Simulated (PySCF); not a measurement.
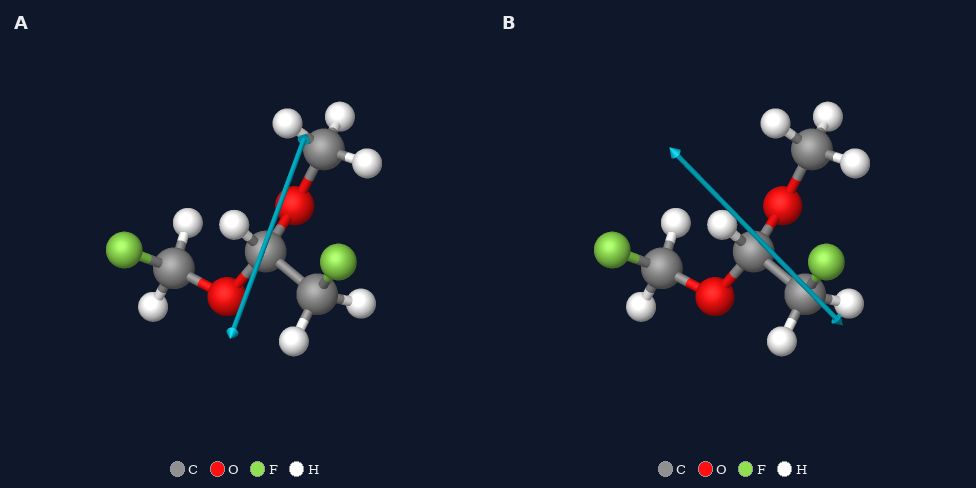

The double arrows show the directions of two transition dipoles from the ground state (lengths mean nothing). The computed structure is the end point of a GFN2-xTB optimisation. No frequency run is at hand to confirm it as a minimum. Level of theory: TDDFT CAM-B3LYP/def2-SVPD, vertical, gas phase, core orbitals frozen in the response (PySCF 2.14.0).

### One belongs to singlet state 3 and one to singlet state 4. Which is which?

A: state 4, 8.76 eV (142 nm), oscillator strength 0.021, mainly HOMO → LUMO+3 (weight 0.63).
B: state 3, 8.52 eV (145 nm), oscillator strength 0.058, mainly HOMO → LUMO+2 (weight 0.50).
